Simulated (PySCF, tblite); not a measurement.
# C6H11BF2Si: geometry, infrared bands and NMR shifts

Aim: predict the infrared bands and NMR shifts of C6H11BF2Si (`FB(F)CC[SiH]1CC=CC1`).

Computed with tblite 0.8.0 and PySCF 2.14.0, with density-fitted response routines of our own, on a single molecule in the gas phase. Atoms count from 0, in the outputs and in this text.

**1. The molecule as given**

21 atoms, charge 0, multiplicity 1; geometry from: force field or distance geometry start.

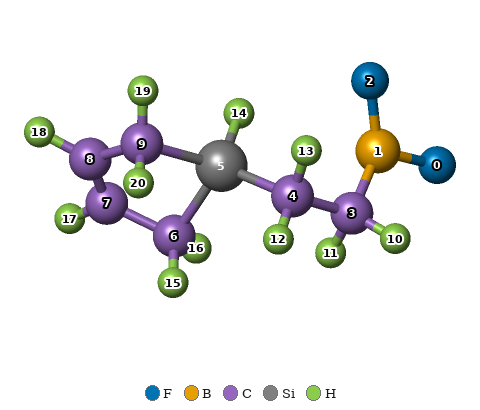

As it starts; fluorine blue, boron amber, carbon purple, silicon grey, hydrogen green, atoms numbered.

**2. Relaxing the molecule with GFN2-xTB**

Job settings and geometry (Å):

```
{"job": {"kind": "relax", "xc": "GFN2-xTB", "basis": "xTB"}, "charge": 0, "multiplicity": 1}
F      4.075000    -0.009100    -1.309700
B      2.864400     0.495300    -0.640700
F      2.653300     1.914400    -0.709900
C      2.334600    -0.383000     0.559800
C      1.116100     0.193600     1.259600
Si    -0.215600     0.328500    -0.018900
C     -1.050200    -1.286200    -0.409500
C     -2.374000    -0.760100    -0.735400
C     -2.769600     0.333000    -0.215300
C     -1.835700     1.004000     0.707400
H      3.158000    -0.637200     1.254000
H      1.982200    -1.362300     0.137800
H      0.820400    -0.389900     2.153800
H      1.325000     1.254600     1.579900
H      0.158400     0.982600    -1.253600
H     -1.092900    -1.917200     0.529600
H     -0.558100    -1.824500    -1.239000
H     -3.037100    -1.348900    -1.455400
H     -3.773200     0.795000    -0.418600
H     -1.859100     2.092100     0.683600
H     -1.930900     0.542200     1.694700
```

Launch:

```
$ OMP_NUM_THREADS=1 python probes_run.py task.json out
```

The driver reads the jobs from task.json and runs them one after another.

**Question.** This job is followed by: GFN2-xTB harmonic vibrations, gas phase; GIAO PBE0/pcSseg-1 NMR shielding, non-relativistic, gas phase. Predict these results of the whole session: strongest single infrared mode (GFN2-xTB); zero-point energy (GFN2-xTB); ¹³C shifts against TMS (PBE0/pcSseg-1, means over atoms taken as alike); ¹H shifts against TMS (PBE0/pcSseg-1, means over atoms taken as alike); ¹⁹F shifts against CFCl3 (PBE0/pcSseg-1, means over atoms taken as alike); ¹¹B shifts against BF3·OEt2 (PBE0/pcSseg-1); ²⁹Si shifts against TMS (PBE0/pcSseg-1).

**Answer**, as computed:

| quantity | value |
| --- | --- |
| strongest single infrared mode (GFN2-xTB) | 2205 cm⁻¹, 346 km/mol |
| zero-point energy (GFN2-xTB) | 99.8 kcal/mol |
| ¹³C shifts against TMS (PBE0/pcSseg-1, means over atoms taken as alike) | 138.2, 19.2, 10.0, 8.8 ppm |
| ¹H shifts against TMS (PBE0/pcSseg-1, means over atoms taken as alike) | 6.08, 4.46, 1.76, 1.51, 1.32, 0.95 ppm |
| ¹⁹F shifts against CFCl3 (PBE0/pcSseg-1, means over atoms taken as alike) | -66.7 ppm |
| ¹¹B shifts against BF3·OEt2 (PBE0/pcSseg-1) | 28.7 ppm |
| ²⁹Si shifts against TMS (PBE0/pcSseg-1) | -0.3 ppm |

In words: The optimisation took 101 steps and gained 1.434 eV; among the close pairs (by a distance rule), F0–B1 changed most, from 1.472 to 1.319 Å. No mode is imaginary among the 57: a minimum at this level. The strongest single mode, at 2205 cm⁻¹, moves mainly H14. Unscaled tight-binding wavenumbers are off by several per cent, some by more. Its intensities can rank the bands wrongly. C7, C8 (mean) (alkene CH) lies farthest downfield among carbon, at 138.2 ppm; the olefinic region. The most deshielded hydrogen is H17, H18 (mean) (hydrogen on an alkene CH), at 6.08 ppm: attached to an sp2 carbon and in the plane of the double bond. At PBE0/pcSseg-1: The largest span, 319 ppm, is at F0, F2, where the paramagnetic term is -229 ppm.
